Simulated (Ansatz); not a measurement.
Ir$_{2}$C

Input

```
crystal:
  lattice:
    - [1.6128803759, 0.9311969192, 4.1036468594]
    - [-1.6128803759, 0.9311969192, 4.1036468594]
    - [0.0, -1.8623938384, 4.1036468594]
  atoms:
    - { symbol: Ir, position: [0.7495226856, 0.7495226856, 0.7495226856] }
    - { symbol: Ir, position: [0.2504773144, 0.2504773144, 0.2504773144] }
    - { symbol: C, position: [0.0, 0.0, 0.0] }
basis:
  ecutwfc: 420
kpoints:
  mp_grid: { grid: [18, 18, 18] }
hamiltonian:
  xc: pbe
scf:
  occupations: { method: gaussian, width: 0.1 }
output:
  forces: true
  stress: true
  eigenvalues: true
  write_density: true
  write_potential: true
  elf: true
  volumetric_format: npy
relax:
  adjacent_minimum: "off"
  f_tol: 0.01
  max_steps: 80
  cell: { stress_tol: 0.05 }
```

Launched as:

```sh
ansatz run input.yaml --threads 1 --pin off --max-ram 2560MiB --backend cpu --events-out ev --progress --plain --runs-dir out
```

Below, planes, directions and counts refer to the conventional cell (a = 3.22 Å, b = 3.22 Å, c = 12.36 Å, α = 90.00°, β = 90.00°, γ = 120.00°).

The fields are those of the relaxed geometry.

Space group R-3m; started from the cadmium chloride_166 prototype, which need not be the ambient phase; computed without spin polarisation.

All numbers below come from Ansatz 0.2.0, DFT PBE, scalar-relativistic, plane waves, PAW.

### What will maps of the valence pseudo-density and electron localisation function show?

Ir–C (2.12 Å): the density is about 0.86 e/Å³ at the midpoint; the ELF peaks at about 0.75 in the valence shell of C, 0.7 Å from its nucleus, and is about 0.35 at the midpoint.

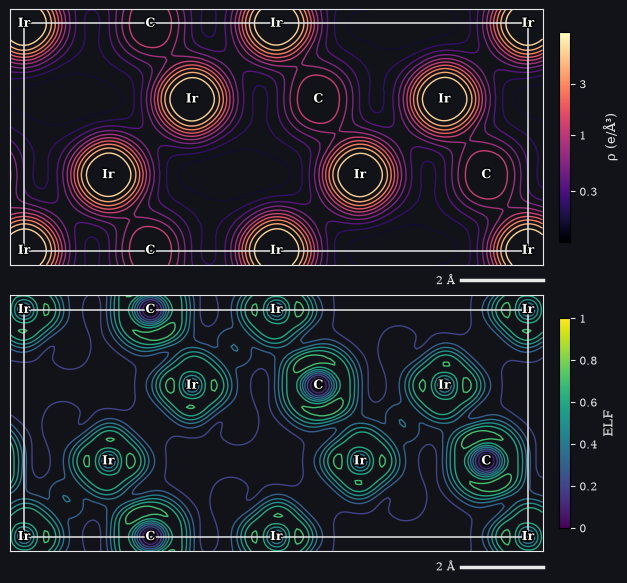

Computed valence pseudo-density and electron localisation function on the (110) plane of the conventional cell, in this order. 

Core electrons are frozen (PAW), and the valence fields are smoothed inside the atomic spheres.
